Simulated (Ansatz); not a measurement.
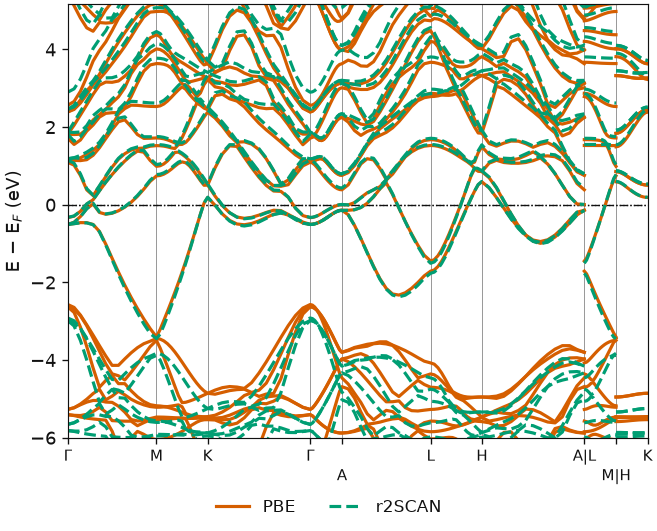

Band structures of Hf₂TiN₃, space group P-3m1 (No. 164), 6 atoms in the cell, by two methods on the same cell. Each is counted from its own Fermi level.

### How do the methods compare?

Both give a metal. The 6 bands that come within 1 eV of the Fermi level differ by 0.04 eV on average and by 0.13 eV at most (between L and M).

Settings. PBE: DFT PBE, scalar-relativistic, plane waves, PAW, no spin polarisation, 12×12×6 k mesh, 420 eV cutoff, Gaussian smearing of 0.1 eV (Ansatz 0.2.0). r2SCAN: DFT r2SCAN, scalar-relativistic, plane waves, PAW, no spin polarisation, 12×12×6 k mesh, 500 eV cutoff (Ansatz).

The structure is an invented one, so it need not be a known or stable phase. The electron count is odd and the run has no spin polarisation, so a magnetic state may lie lower. Spin-orbit coupling is left out, which matters for Hf.
